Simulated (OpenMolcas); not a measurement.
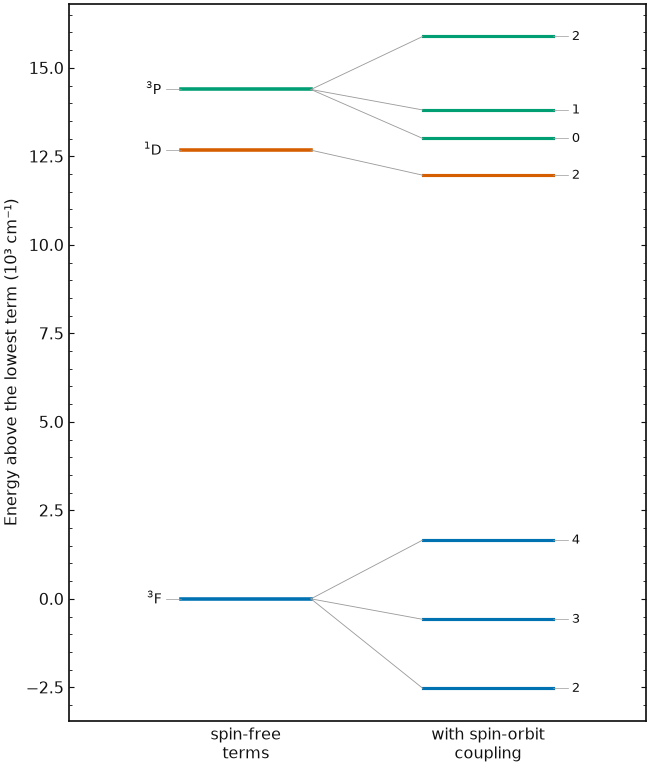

Fig. 1: Terms of Tc VI (Tc⁵⁺) without and with spin-orbit coupling; numbers at the right are J. ³F (at 0) splits over 4,190 cm⁻¹ into J = 2, 3, 4 from the bottom up (normal); ¹D (at 12,700 cm⁻¹) gives the one level J = 2; ³P (at 14,400 cm⁻¹) splits over 2,880 cm⁻¹ into J = 0, 1, 2 from the bottom up (normal). The ground level lies 2,530 cm⁻¹ below the lowest term.

**Run report: Tc⁵⁺, multiconfigurational calculation**

System: Tc⁵⁺.
Method: state-averaged CASSCF, active space 2 electrons in the shell 4d, basis ANO-RCC-VQZP, DKH2 scalar Hamiltonian, spin-orbit coupling by RASSI with atomic mean-field integrals (OpenMolcas).

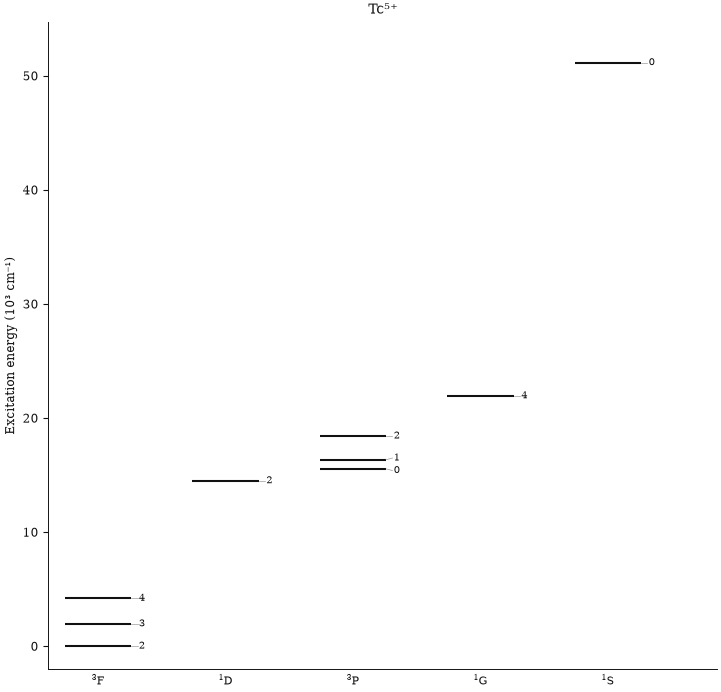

Fig. 2: Level diagram of Tc⁵⁺ (technetium, Z = 43). The lowest level is 4d² ³F₂. The first excited level, 4d² ³F₃, lies at 1,950 cm⁻¹. The ground term spreads over 4,190 cm⁻¹ in the order J = 2, 3, 4, a normal multiplet. All levels drawn have even parity, so no electric dipole line joins them. The leading LS term holds 94 % of a level on average, 99 % of the ground level. The ground level has g = 0.671. Spin-orbit coupling puts the ground level 2,530 cm⁻¹ below the lowest spin-free term.

```tsv
Configuration	Level	E (cm⁻¹)	LS purity (%)
4d²	³F₂	0	99
4d²	³F₃	1,949	100
4d²	³F₄	4,190	100
4d²	¹D₂	14,500	75
4d²	³P₀	15,530	99
4d²	³P₁	16,340	100
4d²	³P₂	18,420	77
4d²	¹G₄	21,940	100
4d²	¹S₀	51,150	99
```

These pictures come from the run below.

## Input
```
&GATEWAY
Coord
1

Tc 0.0 0.0 0.0
Basis=ANO-RCC-VQZP
Group=XYZ
NoMove
AngMom=0.0 0.0 0.0
AMFI
&SEWARD
&RASSCF
FileOrb=start.orb
Symmetry=1
Spin=3
nActEl=2 0 0
Inactive=9 9
Ras2=5 0
CIRoot=10 10 1
SDav=10
CIMx=300
Iter=120 100
PrWF=0.3
OrbListing=Nothing
MaxOrb=0
Atom
>>> COPY $Project.JobIph JOB001
&RASSCF
FileOrb=start.orb
Symmetry=1
Spin=1
nActEl=2 0 0
Inactive=9 9
Ras2=5 0
CIRoot=15 15 1
SDav=15
CIMx=300
Iter=120 100
PrWF=0.3
OrbListing=Nothing
MaxOrb=0
Atom
>>> COPY $Project.JobIph JOB002
&RASSI
NrOfJobIphs=2 10 15
1 2 3 4 5 6 7 8 9 10
1 2 3 4 5 6 7 8 9 10 11 12 13 14 15
IphNames
JOB001
JOB002
EJob
SpinOrbit
DIPRint=1.0
SOCoupling=1000.0
Subsets=2
MEES
Property=10
'ANGMOM' 1 'ANGMOM' 2 'ANGMOM' 3 'MLTPL  1' 1 'MLTPL  1' 2 'MLTPL  1' 3
'AMFI' 1 'AMFI' 2 'AMFI' 3 'MLTPL  2' 6
SOProperty=3
'ANGMOM' 1 'ANGMOM' 2 'ANGMOM' 3
```

The file start.orb holds starting orbitals from an earlier step. A driver script formed the levels outside the program, from RASSI's spin-orbit matrix and the active-space energies, averaged over the components of each term or state.

## The program's output (extracts)
```
--- SEWARD ---
Basis set label: TC.ANO-RCC...8S7P5D3F2G1H.

      Electronic valence basis set:
      ------------------
      Associated Effective Charge  43.000000 au
      Associated Actual Charge     43.000000 au
      Nuclear Model: Point charge

      Shell  nPrim  nBasis  Cartesian Spherical Contaminant
         s      21       8        X
         p      18       7        X
         d      13       5                 X
         f       6       3                 X
         g       4       2                 X
         h       2       1                 X
                  Relativistic Douglas-Kroll-Hess integrals:
                    - DKH order of Hamiltonian: 2
                    - DKH order of Properties : 0
                  Atomic mean-field integrals
--- RASSCF ---
Wave function specifications:
      -----------------------------

      Number of closed shell electrons          36
      Number of electrons in active shells       2
      Max number of holes in RAS1 space          0
      Max nr of electrons in RAS3 space          0
      Number of inactive orbitals               18
      Number of active orbitals                  5
      Number of secondary orbitals              81
      Spin quantum number                      1.0
      State symmetry                             1
Orbital specifications:
      -----------------------

      Symmetry species                           1   2
                                                ag  au
      Frozen orbitals                            0   0
      Inactive orbitals                          9   9
      Active orbitals                            5   0
      RAS1 orbitals                              0   0
      RAS2 orbitals                              5   0
      RAS3 orbitals                              0   0
      Secondary orbitals                        37  44
      Deleted orbitals                           0   0
      Number of basis functions                 51  53
      Number of CSFs                            10
      Number of root(s) required                10
      Iter CI   SX   CI       RASSCF       Energy    max ROT     max BLB   max BLB  Level Ln srch  Step   QN
          iter iter root      energy       change     param      element    value   shift minimum  type update
 Nr of preliminary CI iterations:   1
      Total energies have been shifted. Add                -4000.00 au
        1   1    9    0  -276.71016127    0.00E+00   2.58E-01*   9  15 2 -4.33E-01*  0.00   0.00    SX    NO
        2   1    9    0  -277.06149794   -3.51E-01* -9.18E-03    9  18 1  9.39E-02*  0.00   0.00    SX    NO
        3   1    8    0  -277.06961813   -8.12E-03*  5.21E-03    8  33 1 -2.65E-02*  0.00   0.00    SX    NO
        4   1    8    0  -277.07032902   -7.11E-04*  2.23E-03    5  30 1  8.38E-03*  0.00   0.00    SX    NO
        5   1    7    0  -277.07040960   -8.06E-05*  6.56E-04    4  29 1 -2.83E-03*  0.00   0.74    QN   YES
        6   1    5    0  -277.07042041   -1.08E-05*  1.30E-05    4  10 1  2.30E-05   0.00   1.00    QN   YES
        7   1    4    0  -277.07042041   -1.06E-09   2.96E-06    9  17 1 -3.01E-06   0.00   0.87    QN   YES
      Convergence after  7 iterations
        8   1    4    0  -277.07042041   -4.64E-11   2.96E-06    9  17 1 -5.18E-07   0.00   0.87    QN   YES
      Natural orbitals and occupation numbers for root  1
      sym 1:   0.947523   0.947523   0.052477  -0.000000   0.052477
      Natural orbitals and occupation numbers for root  2
      sym 1:   0.951129   0.951129   0.000000   0.048871   0.048871
      Natural orbitals and occupation numbers for root  3
      sym 1:   0.908997   0.091003   0.908997   0.091003  -0.000000
::    RASSCF root number  1 Total energy:  -4277.09009050
::    RASSCF root number  2 Total energy:  -4277.09009050
::    RASSCF root number  3 Total energy:  -4277.09009050
::    RASSCF root number  4 Total energy:  -4277.09009050
::    RASSCF root number  5 Total energy:  -4277.09009050
::    RASSCF root number  6 Total energy:  -4277.09009050
::    RASSCF root number  7 Total energy:  -4277.09009050
::    RASSCF root number  8 Total energy:  -4277.02452354
::    RASSCF root number  9 Total energy:  -4277.02452354
::    RASSCF root number 10 Total energy:  -4277.02452354
--- RASSCF ---
Wave function specifications:
      -----------------------------

      Number of closed shell electrons          36
      Number of electrons in active shells       2
      Max number of holes in RAS1 space          0
      Max nr of electrons in RAS3 space          0
      Number of inactive orbitals               18
      Number of active orbitals                  5
      Number of secondary orbitals              81
      Spin quantum number                      0.0
      State symmetry                             1
Orbital specifications:
      -----------------------

      Symmetry species                           1   2
                                                ag  au
      Frozen orbitals                            0   0
      Inactive orbitals                          9   9
      Active orbitals                            5   0
      RAS1 orbitals                              0   0
      RAS2 orbitals                              5   0
      RAS3 orbitals                              0   0
      Secondary orbitals                        37  44
      Deleted orbitals                           0   0
      Number of basis functions                 51  53
      Number of CSFs                            15
      Number of root(s) required                15
      Iter CI   SX   CI       RASSCF       Energy    max ROT     max BLB   max BLB  Level Ln srch  Step   QN
          iter iter root      energy       change     param      element    value   shift minimum  type update
 Nr of preliminary CI iterations:   1
      Total energies have been shifted. Add                -4000.00 au
        1   1    6    0  -277.00296310    0.00E+00  -8.21E-03   12  21 1 -4.08E-03*  0.00   0.00    SX    NO
        2   1    7    0  -277.00326391   -3.01E-04*  1.15E-03    9  13 2 -2.76E-03*  0.00   0.00    SX    NO
        3   1    6    0  -277.00327196   -8.05E-06*  3.18E-04    9  13 2  5.69E-04*  0.00   0.00    SX    NO
        4   1    6    0  -277.00327258   -6.17E-07*  8.35E-05    9  17 1  2.27E-04*  0.00   0.00    SX    NO
        5   1    5    0  -277.00327264   -6.88E-08*  2.00E-05    6  32 1  7.70E-05   0.00   0.74    QN   YES
        6   1    3    0  -277.00327265   -9.32E-09   4.18E-07    9  17 1  7.21E-07   0.00   1.00    QN   YES
      Convergence after  6 iterations
        7   1    3    0  -277.00327265    2.73E-12   4.18E-07    9  17 1  1.00E-07   0.00   1.00    QN   YES
      Natural orbitals and occupation numbers for root  1
      sym 1:   0.571429   0.571429   0.484534   0.008604   0.364005
      Natural orbitals and occupation numbers for root  2
      sym 1:   0.571429   0.029296   0.571429   0.523065   0.304782
      Natural orbitals and occupation numbers for root  3
      sym 1:   0.571429   0.095791   0.565531   0.195821   0.571429
::    RASSCF root number  1 Total energy:  -4277.03233518
::    RASSCF root number  2 Total energy:  -4277.03233518
::    RASSCF root number  3 Total energy:  -4277.03233518
::    RASSCF root number  4 Total energy:  -4277.03233518
::    RASSCF root number  5 Total energy:  -4277.03233518
::    RASSCF root number  6 Total energy:  -4277.00197919
::    RASSCF root number  7 Total energy:  -4277.00197919
::    RASSCF root number  8 Total energy:  -4277.00197919
::    RASSCF root number  9 Total energy:  -4277.00197919
::    RASSCF root number 10 Total energy:  -4277.00197919
::    RASSCF root number 11 Total energy:  -4277.00197919
::    RASSCF root number 12 Total energy:  -4277.00197919
::    RASSCF root number 13 Total energy:  -4277.00197919
::    RASSCF root number 14 Total energy:  -4277.00197919
::    RASSCF root number 15 Total energy:  -4276.86960126
--- RASSI ---
SPIN-FREE ENERGIES:
  (Shifted by EMIN (a.u.) =      -4277.0900904952)

 SF State       Relative EMIN(au)   Rel lowest level(eV)    D:o, cm**(-1)      L_eff

     1             0.0000000000        0.0000000000              0.0000         3.0
     2             0.0000000000        0.0000000000              0.0000         3.0
     3             0.0000000000        0.0000000000              0.0000         3.0
     4             0.0000000000        0.0000000000              0.0000         3.0
     5             0.0000000000        0.0000000000              0.0000         3.0
     6             0.0000000000        0.0000000000              0.0000         3.0
     7             0.0000000000        0.0000000000              0.0000         3.0
    11             0.0577553191        1.5716022971          12675.8274         2.0
    12             0.0577553191        1.5716022971          12675.8274         2.0
    13             0.0577553191        1.5716022971          12675.8274         2.0
    14             0.0577553191        1.5716022971          12675.8274         2.0
    15             0.0577553191        1.5716022971          12675.8274         2.0
    10             0.0655669514        1.7841676385          14390.2825         1.0
     8             0.0655669514        1.7841676385          14390.2825         1.0
     9             0.0655669514        1.7841676385          14390.2825         1.0
    16             0.0881113098        2.3976308837          19338.1972         4.0
    17             0.0881113098        2.3976308837          19338.1972         4.0
    18             0.0881113098        2.3976308837          19338.1972         4.0
    19             0.0881113098        2.3976308837          19338.1972         4.0
    20             0.0881113098        2.3976308837          19338.1972         4.0
    21             0.0881113098        2.3976308837          19338.1972         4.0
    22             0.0881113098        2.3976308837          19338.1972         4.0
    23             0.0881113098        2.3976308837          19338.1972         4.0
    24             0.0881113098        2.3976308837          19338.1972         4.0
    25             0.2204892371        5.9998177934          48391.7940         0.0
     Dipole printing threshold changed to   1.00000000E+00
Eigenvalues of complex Hamiltonian:
   -----------------------------------
  (Shifted by EMIN (a.u.) =      -4277.0900904952)

 SO State       Relative EMIN(au)   Rel lowest level(eV)    D:o, cm**(-1)     J-value

     1            -0.0115193176        0.0000000000              0.0000         1.5
     2            -0.0115193176        0.0000000000              0.0000         1.6
     3            -0.0115193176        0.0000000000              0.0000         1.9
     4            -0.0115193176        0.0000000000              0.0000         1.5
     5            -0.0115193176        0.0000000000              0.0000         1.4
     6            -0.0026380079        0.2416727495           1949.2222         2.7
     7            -0.0026380079        0.2416727495           1949.2222         2.2
     8            -0.0026380079        0.2416727495           1949.2222         2.8
     9            -0.0026380079        0.2416727495           1949.2222         1.9
    10            -0.0026380079        0.2416727495           1949.2222         2.0
    11            -0.0026380079        0.2416727495           1949.2222         2.6
    12            -0.0026380079        0.2416727495           1949.2222         2.4
    13             0.0075710045        0.5194741297           4189.8414         2.1
    14             0.0075710045        0.5194741297           4189.8414         3.5
    15             0.0075710045        0.5194741297           4189.8414         3.5
    16             0.0075710045        0.5194741297           4189.8414         3.3
    17             0.0075710045        0.5194741297           4189.8414         2.1
    18             0.0075710045        0.5194741297           4189.8414         3.6
    19             0.0075710045        0.5194741297           4189.8414         3.5
    20             0.0075710045        0.5194741297           4189.8414         3.4
    21             0.0075710045        0.5194741297           4189.8414         3.3
    22             0.0545311860        1.7973257666          14496.4099         1.7
    23             0.0545311860        1.7973257666          14496.4099         1.4
    24             0.0545311860        1.7973257666          14496.4099         1.6
    25             0.0545311860        1.7973257666          14496.4099         1.4
    26             0.0545311860        1.7973257666          14496.4099         1.7
    27             0.0592628088        1.9260797817          15534.8811         0.0
    28             0.0629289435        2.0258403880          16339.5047         0.7
    29             0.0629289435        2.0258403880          16339.5047         0.8
    30             0.0629289435        2.0258403880          16339.5047         0.8
    31             0.0723963784        2.2834624175          18417.3665         1.4
    32             0.0723963784        2.2834624175          18417.3665         1.7
    33             0.0723963784        2.2834624175          18417.3665         1.8
    34             0.0723963784        2.2834624175          18417.3665         1.6
    35             0.0723963784        2.2834624175          18417.3665         1.4
    36             0.0884543290        2.7204215118          21941.6792         3.7
    37             0.0884543290        2.7204215118          21941.6792         3.3
    38             0.0884543290        2.7204215118          21941.6792         3.4
    39             0.0884543290        2.7204215118          21941.6792         3.1
    40             0.0884543290        2.7204215118          21941.6792         3.3
    41             0.0884543290        2.7204215118          21941.6792         2.3
Weights of the five most important spin-orbit-free states for each spin-orbit state.

 SO State  Total energy (au)           Spin-free states, spin, and weights
 -------------------------------------------------------------------------------------------------------
    1        -0.011519       3 1.0  0.2190    6 1.0  0.1665    7 1.0  0.1377    5 1.0  0.1331    2 1.0  0.1197
    2        -0.011519       4 1.0  0.2245    7 1.0  0.2099    6 1.0  0.1509    5 1.0  0.1388    1 1.0  0.1348
    3        -0.011519       1 1.0  0.2046    2 1.0  0.2023    4 1.0  0.1865    6 1.0  0.1395    5 1.0  0.1325
    4        -0.011519       3 1.0  0.2191    2 1.0  0.2065    1 1.0  0.1389    4 1.0  0.1343    5 1.0  0.1271
    5        -0.011519       7 1.0  0.1784    6 1.0  0.1780    5 1.0  0.1726    2 1.0  0.1585    3 1.0  0.1237
    6        -0.002638       6 1.0  0.4302    2 1.0  0.2255    7 1.0  0.1214    3 1.0  0.0677    1 1.0  0.0588
    7        -0.002638       1 1.0  0.3081    4 1.0  0.1617    6 1.0  0.1530    7 1.0  0.1197    5 1.0  0.1156
    8        -0.002638       5 1.0  0.1940    2 1.0  0.1929    4 1.0  0.1713    7 1.0  0.1296    1 1.0  0.1266
    9        -0.002638       7 1.0  0.4047    3 1.0  0.3224    4 1.0  0.1276    2 1.0  0.0885    5 1.0  0.0341
   10        -0.002638       1 1.0  0.2355    5 1.0  0.1868    3 1.0  0.1709    4 1.0  0.1547    6 1.0  0.1496
   11        -0.002638       2 1.0  0.2382    7 1.0  0.1613    5 1.0  0.1588    3 1.0  0.1256    4 1.0  0.1201
   12        -0.002638       5 1.0  0.2532    4 1.0  0.2253    3 1.0  0.1969    1 1.0  0.1400    2 1.0  0.1044
```

## Key numbers

- outcome: converged
- lowest level: 4d² ³F₂
- first excited level: 4d² ³F₃, 1,949 cm⁻¹
- energy of the lowest spin-free term: −4277.09009 hartree
- energy of the lowest spin-orbit level: −4277.10161 hartree
- largest spread among components of a term: 0.0 cm⁻¹
- hardware: 1 CPU thread, shared host
- wall time: 13 s

## Notes

Without dynamic correlation the splittings between terms come out too large, often by 20 to 50 %. Limits: only configurations of the active space are included.
